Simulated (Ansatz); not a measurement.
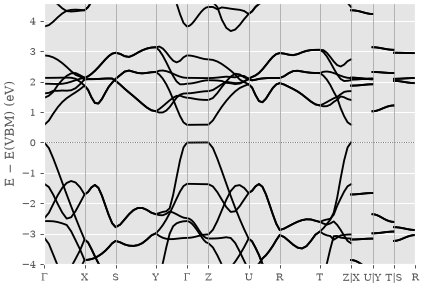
*Band structure from DFT-LDA in the program Ansatz with PAW potentials*

**Question.** Read off the gap and where the band edges lie.

**Answer.** About 0.6 eV (0.58 eV by a search for the band edges); maximum at Z, minimum at Γ.

The material is TiNF in space group Pmmn (No. 59; Ti on 2b, N on 2a, F on 2a).

The first step of the workflow began from a Materials Project structure, measured or hypothetical; the Crystallography Open Database copy checked does not list it. Whether it is the stable phase at ambient conditions was not checked. The cell was relaxed with LDA under the symmetry of its start; its stability against distortions is not shown here. No spin polarisation was allowed. A crystal of weakly bound layers computed without a dispersion correction: the cell and the soft elastic constants depend strongly on that.

Potentials: the later of the program's two PAW sets.
